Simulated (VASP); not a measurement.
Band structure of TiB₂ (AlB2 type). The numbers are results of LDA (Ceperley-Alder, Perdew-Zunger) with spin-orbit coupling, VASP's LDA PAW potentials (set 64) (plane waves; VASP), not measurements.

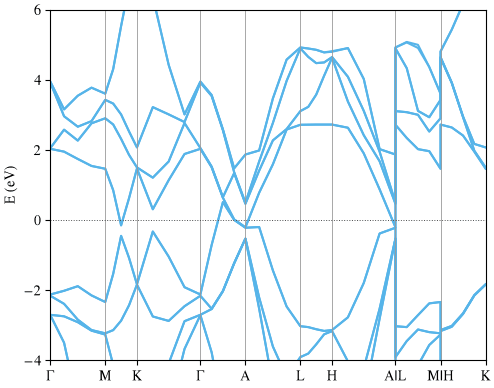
Figure: Bands along high-symmetry lines, zero at the valence-band maximum or, without a gap, the Fermi level

### Question
Read the plot: is there a gap, and where are the band edges?

### Answer
It has no gap at this level: it comes out as a metal or semimetal.

The compound is TiB2 in the AlB2 type structure. It was relaxed first.
